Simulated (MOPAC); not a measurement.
Geometry relaxation of CH$_{4}$ (charge +1) (part 2 of 2)

CH$_{4}$, charge +1, multiplicity 2; PM6-D3, unrestricted, dispersion D3 (MOPAC 23.2.5). The starting geometry was optimised with PM6-D3.

Geometry of the input (Å):
```
C  -0.0041  -0.0011  0.0037
H  0.1555  -0.2373  1.0502
H  -1.0084  0.3858  -0.1305
H  0.1202  -0.8986  -0.5925
H  0.7163  0.7456  -0.3124
```

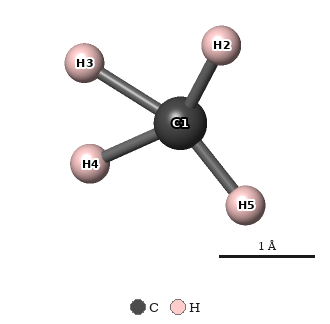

Figure 1. The geometry at step 15 of the log (ball-and-stick view, seen at an oblique angle; atoms are numbered from 1 in the order of the input).

## Trajectory as extended XYZ, continued
```
5
Properties=species:S:1:pos:R:3:forces:R:3 step=4 energy=11.94671
C    -0.0128    0.1150    0.0961   -0.1236  -0.2094  -0.0810
H     0.1794   -0.3600    1.0666    0.0517   0.0769   0.1554
H    -1.0566    0.2721   -0.2408   -0.1413  -0.2361  -0.0399
H     0.1136   -0.9839   -0.7009   -0.1398   0.3926   0.0366
H     0.7774    0.6666   -0.4288    0.3530  -0.0240  -0.0711
5
Properties=species:S:1:pos:R:3:forces:R:3 step=5 energy=11.93059
C    -0.0141    0.1121    0.0955    0.0785  -0.1417   0.0870
H     0.1813   -0.3560    1.0780    0.0091   0.1596  -0.0083
H    -1.0588    0.2627   -0.2436   -0.1554  -0.2567  -0.0507
H     0.1087   -0.9645   -0.7029   -0.1506   0.3565  -0.0419
H     0.7873    0.6623   -0.4334    0.2184  -0.1176   0.0139
5
Properties=species:S:1:pos:R:3:forces:R:3 step=6 energy=11.70290
C    -0.0178    0.0966    0.1022    0.9601  -0.4161   0.7736
H     0.1946   -0.3004    1.1468   -0.3691   1.0428  -0.4743
H    -1.0868    0.1537   -0.2753   -0.1396  -0.5635   0.1932
H     0.0570   -0.7852   -0.7379   -0.3223   0.4991  -0.9227
H     0.8662    0.5898   -0.4585   -0.1291  -0.5624   0.4303
5
Properties=species:S:1:pos:R:3:forces:R:3 step=7 energy=11.38949
C    -0.0033    0.0697    0.1137    0.2636  -0.3732  -0.6801
H     0.1711   -0.1900    1.1583   -0.1893   0.6080   0.3612
H    -1.0941    0.1068   -0.2554    0.0536  -0.6299   0.3117
H     0.0268   -0.7126   -0.8359   -0.3617   0.8150  -0.3163
H     0.8774    0.5469   -0.4319    0.2339  -0.4199   0.3235
5
Properties=species:S:1:pos:R:3:forces:R:3 step=8 energy=11.08423
C     0.0135    0.0383    0.1122   -0.3024  -0.0702  -0.8206
H     0.1443   -0.0577    1.1910   -0.1654   0.2598   0.2475
H    -1.1121    0.0099   -0.2319    0.3790  -0.4346   0.3791
H    -0.0291   -0.5686   -0.9215   -0.3164   0.3869  -0.0354
H     0.9201    0.4756   -0.3969    0.4052  -0.1418   0.2294
5
Properties=species:S:1:pos:R:3:forces:R:3 step=9 energy=10.93876
C     0.0261    0.0080    0.0969   -0.3060   0.2886  -0.1934
H     0.1080    0.0890    1.2114   -0.1670  -0.1067  -0.3480
H    -1.1160   -0.1123   -0.1774    0.4499  -0.1452   0.2160
H    -0.1021   -0.4095   -1.0070   -0.2032   0.0147   0.1993
H     0.9898    0.3967   -0.3337    0.2262  -0.0515   0.1261
5
Properties=species:S:1:pos:R:3:forces:R:3 step=10 energy=10.91090
C     0.0237    0.0131    0.0897    0.1460   0.2970  -0.1446
H     0.0975    0.1023    1.1890   -0.1349  -0.0730   0.0337
H    -1.1058   -0.1495   -0.1565    0.1039  -0.0860   0.1158
H    -0.1223   -0.3802   -1.0030   -0.1799  -0.0980  -0.1128
H     1.0185    0.3736   -0.3113    0.0650  -0.0400   0.1079
5
Properties=species:S:1:pos:R:3:forces:R:3 step=11 energy=10.89485
C     0.0276    0.0184    0.0798    0.2625   0.1365  -0.2652
H     0.0779    0.1252    1.1779   -0.1144  -0.0519   0.1142
H    -1.0981   -0.1930   -0.1231    0.0449  -0.0368  -0.0129
H    -0.1535   -0.3510   -1.0253   -0.1531  -0.0266   0.1167
H     1.0480    0.3467   -0.2770   -0.0399  -0.0211   0.0472
5
Properties=species:S:1:pos:R:3:forces:R:3 step=12 energy=10.88614
C     0.0343    0.0250    0.0687    0.2431   0.0477  -0.0101
H     0.0587    0.1365    1.1725   -0.1098  -0.0319   0.0450
H    -1.0939   -0.2271   -0.1025    0.0785   0.0091  -0.0712
H    -0.1824   -0.3307   -1.0275   -0.1829  -0.0472   0.0353
H     1.0690    0.3265   -0.2518   -0.0289   0.0222   0.0011
5
Properties=species:S:1:pos:R:3:forces:R:3 step=13 energy=10.87891
C     0.0434    0.0321    0.0596    0.2329  -0.0333   0.1853
H     0.0355    0.1429    1.1693   -0.0978  -0.0090  -0.0460
H    -1.0858   -0.2554   -0.0877    0.0950   0.0323  -0.1332
H    -0.2173   -0.3179   -1.0288   -0.2000  -0.0361   0.0304
H     1.0876    0.3112   -0.2308   -0.0301   0.0461  -0.0366
5
Properties=species:S:1:pos:R:3:forces:R:3 step=14 energy=10.86687
C     0.0617    0.0449    0.0490    0.2373  -0.1355   0.4983
H    -0.0073    0.1470    1.1657   -0.0572   0.0310  -0.2027
H    -1.0684   -0.2967   -0.0782    0.0854   0.0488  -0.2250
H    -0.2837   -0.3043   -1.0230   -0.1994  -0.0106   0.0259
H     1.1161    0.2904   -0.2058   -0.0661   0.0663  -0.0965
5
Properties=species:S:1:pos:R:3:forces:R:3 step=15 energy=10.85108
C     0.0850    0.0607    0.0461    0.2392  -0.1887   0.9038
H    -0.0560    0.1405    1.1647    0.0414   0.0983  -0.3712
H    -1.0465   -0.3292   -0.0943   -0.0632  -0.0032  -0.2682
H    -0.3607   -0.3037   -1.0034   -0.1406   0.0177  -0.0959
H     1.1395    0.2745   -0.1983   -0.0768   0.0758  -0.1685
5
Properties=species:S:1:pos:R:3:forces:R:3 step=16 energy=10.84923
C     0.1196    0.0827    0.0672    0.4083  -0.1213   1.3869
H    -0.1167    0.1273    1.1714    0.2738   0.1921  -0.5427
H    -1.0212   -0.3608   -0.1756   -0.8159  -0.1580   0.2842
H    -0.4644   -0.3188   -0.9632    0.3334   0.0133  -0.9767
H     1.1592    0.2583   -0.2368   -0.1995   0.0739  -0.1517
5
Properties=species:S:1:pos:R:3:forces:R:3 step=17 energy=10.79809
C     0.0978    0.0616    0.0797    0.3516  -0.0926   0.4814
H    -0.0649    0.1389    1.1751    0.0663   0.0910  -0.1553
H    -1.0465   -0.3121   -0.1728   -0.1901  -0.0477  -0.2050
H    -0.3798   -0.3302   -0.9897   -0.1304  -0.0108  -0.1048
H     1.1231    0.2823   -0.2601   -0.0974   0.0602  -0.0162
5
Properties=species:S:1:pos:R:3:forces:R:3 step=18 energy=10.77964
C     0.1067    0.0575    0.1019    0.2659  -0.0374   0.0336
H    -0.0652    0.1478    1.1841    0.0395   0.0431  -0.0691
H    -1.0530   -0.3087   -0.2191   -0.0445  -0.0234  -0.1340
H    -0.3910   -0.3351   -0.9938   -0.1203   0.0015   0.0627
H     1.1106    0.2891   -0.2953   -0.1407   0.0162   0.1068
5
Properties=species:S:1:pos:R:3:forces:R:3 step=19 energy=10.77503
C     0.1209    0.0563    0.1108    0.0202  -0.0204   0.0082
H    -0.0783    0.1600    1.1852    0.0412   0.0077  -0.0877
H    -1.0521   -0.3249   -0.2430   -0.0760  -0.0127   0.0162
H    -0.4258   -0.3263   -0.9970    0.0342   0.0135   0.0132
H     1.1087    0.2885   -0.3000   -0.0196   0.0119   0.0501
5
Properties=species:S:1:pos:R:3:forces:R:3 step=20 energy=10.77421
C     0.1189    0.0551    0.1087   -0.0133  -0.0326  -0.0088
H    -0.0739    0.1603    1.1821    0.0201   0.0103  -0.0284
H    -1.0545   -0.3228   -0.2387   -0.0304  -0.0064  -0.0103
H    -0.4201   -0.3261   -0.9960    0.0007   0.0097   0.0283
H     1.1075    0.2900   -0.2950    0.0229   0.0190   0.0192
5
Properties=species:S:1:pos:R:3:forces:R:3 step=21 energy=10.77394
C     0.1178    0.0537    0.1070    0.0004  -0.0173  -0.0045
H    -0.0711    0.1632    1.1794    0.0012   0.0062   0.0052
H    -1.0566   -0.3255   -0.2360   -0.0009   0.0001  -0.0123
H    -0.4188   -0.3221   -0.9947   -0.0127   0.0007   0.0100
H     1.1095    0.2906   -0.2901    0.0119   0.0103   0.0017
5
Properties=species:S:1:pos:R:3:forces:R:3 step=22 energy=10.77389
C     0.1184    0.0531    0.1071   -0.0035  -0.0080  -0.0010
H    -0.0714    0.1650    1.1791   -0.0014   0.0020   0.0029
H    -1.0569   -0.3273   -0.2367    0.0022   0.0014  -0.0025
H    -0.4208   -0.3204   -0.9948   -0.0040   0.0001   0.0028
H     1.1102    0.2909   -0.2893    0.0067   0.0045  -0.0023
5
Properties=species:S:1:pos:R:3:forces:R:3 step=23 energy=10.77389
C     0.1185    0.0528    0.1071   -0.0004  -0.0025   0.0002
H    -0.0716    0.1656    1.1791   -0.0012   0.0001  -0.0003
H    -1.0569   -0.3277   -0.2370    0.0005   0.0010   0.0012
H    -0.4215   -0.3198   -0.9949   -0.0003  -0.0001   0.0002
H     1.1104    0.2911   -0.2893    0.0015   0.0015  -0.0012
5
Properties=species:S:1:pos:R:3:forces:R:3 step=24 energy=10.77389
C     0.1185    0.0527    0.1071    0.0001  -0.0006   0.0005
H    -0.0716    0.1657    1.1791   -0.0007  -0.0004  -0.0010
H    -1.0569   -0.3275   -0.2370   -0.0005   0.0005   0.0011
H    -0.4215   -0.3199   -0.9949    0.0002  -0.0001   0.0002
H     1.1105    0.2913   -0.2893    0.0008   0.0007  -0.0008
5
Properties=species:S:1:pos:R:3:forces:R:3 step=25 energy=10.77389
C     0.1185    0.0527    0.1071    0.0017   0.0003   0.0001
H    -0.0717    0.1656    1.1791   -0.0003  -0.0003  -0.0004
H    -1.0569   -0.3273   -0.2369   -0.0015  -0.0001   0.0006
H    -0.4214   -0.3200   -0.9949    0.0000  -0.0003  -0.0001
H     1.1104    0.2914   -0.2894    0.0002   0.0003  -0.0002
5
Properties=species:S:1:pos:R:3:forces:R:3 step=26 energy=10.77389
C     0.1186    0.0526    0.1071    0.0010   0.0003  -0.0002
H    -0.0718    0.1656    1.1791    0.0001  -0.0003   0.0000
H    -1.0569   -0.3271   -0.2369   -0.0012   0.0000   0.0001
H    -0.4214   -0.3201   -0.9948    0.0000  -0.0003   0.0002
H     1.1104    0.2915   -0.2894    0.0001   0.0003  -0.0001
```

## Summary

| quantity | value |
| --- | --- |
| outcome | converged |
| total energy | −6.095159 hartree |
| dispersion energy | −0.000210 hartree |
| heat of formation | 248.45 kcal/mol |
| basis functions | 8 |
| largest force | 0.001 eV/Å |
| ⟨S²⟩ | 0.753 |
| hardware | 1 thread of AMD EPYC (Zen 5), 128 GiB of memory available, shared host |
| peak memory | 0.071 GiB |

## Notes

MOPAC's energies along a path are heats of formation.
